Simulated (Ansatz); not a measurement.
**InHCl (SMILES [Cl][InH]): levels of theory compared**

Wanted: a comparison of 6 runs (UHF/STO-3G, U-wB97X/STO-3G, UCAM-B3LYP/STO-3G, RPA@PBE/STO-3G, UMP2/STO-3G, UCCSDT(Q)/STO-3G) of InHCl. 

Program for the calculation: Ansatz 0.2.0.

69 further runs of the same task are left out: 6 that didn't finish, 63 set aside as unsound or not needed.

## Step 1: The molecule

The species is InHCl (3 atoms), meant as a doublet with charge 0. As SMILES, `[Cl][InH]`. The H3–In2 distance was set to 2.659 Å, away from the relaxed value. At this shape a bond of the SMILES string is far longer than usual.

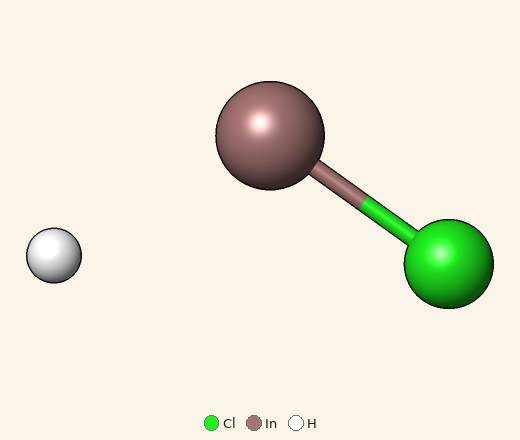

The structure, seen from a chosen angle (chlorine green, indium brown, hydrogen white).

## Step 2: A single-point energy at UHF/STO-3G (run 1)

The input, input.yaml:

```yaml
crystal:
  periodic: [false, false, false]
  atoms:
    - {symbol: Cl, position_ang: [-2.059753, 1.169956, -1.008401]}
    - {symbol: In, position_ang: [-0.000453, 1.315556, 0.145099]}
    - {symbol: H, position_ang: [1.229400, -1.003900, 0.568100]}
basis:
  gaussian:
    orbitals: STO-3G
magnetization:
  spin_polarized: true
  initial_magnetization: 1
hamiltonian:
  xc: hf
accuracy: high
```

Started as:

```
$ ansatz run input.yaml --threads 1 --pin off --max-ram 2610MiB --events-out events.jsonl --progress --plain --runs-dir runs
```

The log of the run:

```text
Warning: RAYON_NUM_THREADS=1 ignored (pool sized by the plan → 1); use --threads N
Functional definition: HF
  name "HF"
  exchange = exact_x
  correlation = 0
660 factors; integrals over basis functions are off by at most 4.3e-9 eV
mean field evaluation 1: about -167021.1122 eV, gradient 9.2e0 eV
mean field evaluation 2: about -167021.1512 eV, gradient 9.2e0 eV
mean field evaluation 4: about -167023.2437 eV, gradient 2.0e0 eV
mean field evaluation 8: about -167023.3754 eV, gradient 8.9e-3 eV
mean field evaluation 16: about -167023.3754 eV, gradient 1.8e-8 eV
mean field evaluation 32: about -167022.3814 eV, gradient 4.5e0 eV
mean field -167023.37541672 eV, -6137.9958340545 hartree, gradient 1.8e-8 eV, S^2 0.939048; 1 other end points of the search recorded, 0 dependent functions left out
reference -167023.37541672 eV, -6137.9958340545 hartree; 34, 33 occupied and 3, 4 virtual orbitals, 660 factors
Total energy: -167023.37541672 eV, -6137.9958340545 hartree
```

Run time: 1.8 s. Hardware: 1 thread of Arm Neoverse V1, shared host; peak memory 0.11 GiB.

## Step 3: A single-point energy at U-wB97X/STO-3G (run 2)

The input, molecule.yaml:

```yaml
crystal:
  periodic: [false, false, false]
  atoms:
    - {symbol: Cl, position_ang: [-2.059753, 1.169956, -1.008401]}
    - {symbol: In, position_ang: [-0.000453, 1.315556, 0.145099]}
    - {symbol: H, position_ang: [1.229400, -1.003900, 0.568100]}
basis:
  gaussian: {orbitals: STO-3G}
total_charge: 0
magnetization: {spin_polarized: true, initial_magnetization: 1}
hamiltonian: {xc: {name: wB97X}}
accuracy: high
```

Started as:

```
$ ansatz run molecule.yaml --threads 1 --pin off --max-ram 2610MiB --events-out events.jsonl --progress --plain --runs-dir runs
```

The log of the run (excerpt; [...] marks lines left out):

```text
Warning: RAYON_NUM_THREADS=1 ignored (pool sized by the plan → 1); use --threads N
Functional definition: wB97X
  name "wB97X"
[...]
      + exact_x_lr(omega)
[...]
      + integral(e_c_pw_opposite_spin*poly(b97_u_opposite, 1, cos1, cos2, cos3, cos4))
660 factors; integrals over basis functions are off by at most 4.3e-9 eV
138 factors; integrals over basis functions are off by at most 8.0e-10 eV
[...]
mean field -167097.45426237 eV, -6140.7181814198 hartree, gradient 3.0e-8 eV, S^2 0.829353; 0 other end points of the search recorded, 0 dependent functions left out
reference -167097.45426114 eV, -6140.7181813743 hartree; 34, 33 occupied and 3, 4 virtual orbitals, 660 factors
Total energy: -167097.45426114 eV, -6140.7181813743 hartree
```

Wall time 16 s (1 thread of Arm Neoverse V1, shared host); peak memory 0.44 GiB.

Runs 3 to 5 aren't shown in full; the table further down has their settings and results.

## Step 4: A single-point energy at UCCSDT(Q)/STO-3G (run 6)

The input, job.yaml:

```yaml
crystal:
  periodic: [false, false, false]
  atoms:
    - {symbol: Cl, position_ang: [-2.059753, 1.169956, -1.008401]}
    - {symbol: In, position_ang: [-0.000453, 1.315556, 0.145099]}
    - {symbol: H, position_ang: [1.229400, -1.003900, 0.568100]}
basis:
  gaussian: {orbitals: STO-3G}
magnetization: {spin_polarized: true, initial_magnetization: 1}
correlation: {method: ccsdt_q, frozen_orbitals: {Cl: 5, H: 0, In: 18}}
accuracy: high
scf: {omitted_lower_state_checks: [cluster_reference, increment]}
```

Started as:

```
$ ansatz run job.yaml --threads 1 --pin off --max-ram 2610MiB --events-out events.jsonl --progress --plain --runs-dir runs
```

The log of the run:

```text
Warning: RAYON_NUM_THREADS=1 ignored (pool sized by the plan → 1); use --threads N
[... 12 lines left out ...]
23 core orbitals not correlated: weight in the atoms' cores, before any rotation towards them, 1.000 or more for the frozen orbitals, at most 0.000 for the correlated occupied ones
[... 37 lines left out ...]
Total energy: -167024.39962708 eV, -6138.0334730909 hartree
Checks for a lower state left out: cluster_reference, increment
```

Wall time 6.6 s (1 thread of Arm Neoverse V1, shared host); peak memory 0.26 GiB.

## Step 5: All runs side by side

| run | level | frozen core orbitals | energy (Eh) | ⟨S²⟩ | wall time |
| --- | --- | --- | --- | --- | --- |
| 1 | UHF/STO-3G | – | -6137.995834 | 0.939 | 1.8 s |
| 2 | U-wB97X/STO-3G | – | -6140.718181 | 0.829 | 16 s |
| 3 | UCAM-B3LYP/STO-3G | – | -6140.723328 | 0.816 | 4.2 s |
| 4 | RPA@PBE/STO-3G | 23 | -6138.047464 | 0.782 | 5.1 s |
| 5 | UMP2/STO-3G | 23 | -6138.014960 | 0.939 | 1.1 s |
| 6 | UCCSDT(Q)/STO-3G | 23 | -6138.033473 | 0.939 | 6.6 s |

## Step 6: Results

| quantity | value |
| --- | --- |
| run 6: total energy | -6138.03347 Eh |
| run 6: correlation energy (23 core orbitals frozen) | -37.6 mEh |
| run 6: ⟨S²⟩ of the reference determinant | 0.939 |
| run 6: T1 diagnostic | 0.022 |

In words: Below the UHF energy at the same shape and in the same basis (STO-3G): UMP2 -19.1 mEh; UCCSDT(Q) -37.6 mEh. Totals of different functionals can't be ranked against each other. In runs 1, 2, 3, 4, 5, 6 the basis is minimal, so the values are rough. In runs 1, 2, 3, 4, 5, 6 relativity is left out where basis or elements ask for it. Spin contamination of the reference: run 1 ⟨S²⟩ = 0.94, run 5 ⟨S²⟩ = 0.94, run 6 ⟨S²⟩ = 0.94. All runs together took 34 s, the longest 16 s.
